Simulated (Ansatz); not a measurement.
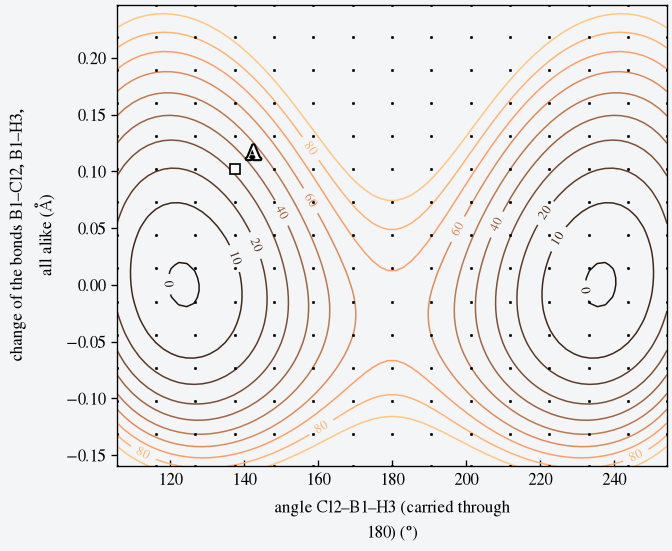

BClH, SMILES [BH]Cl, spin multiplicity 2. The first coordinate is: angle Cl2–B1–H3 (carried through 180); the second: change of the bonds B1–Cl2, B1–H3, all alike. Nothing is relaxed (all other coordinates rigid). The grid has 15 × 15 points; 120 points were computed and 105 follow by symmetry. Points are written as (first, second). Energies are in kJ/mol, from the lowest grid point. These are results of Ansatz, UKS PBE0-D4/def2-TZVP, not measurements.

The picture shows contour lines labelled in kJ/mol (none above 90), dots at the grid points, the point A. Between grid points the surface is interpolated.

> Is A at rest? If not, where is it pushed?

A, at (137.5°, 0.102 Å), is not a stationary point. The computed force is 1.4 kJ/mol for each degree towards smaller values of the first coordinate and 400 kJ/mol for each Å towards smaller values of the second coordinate.
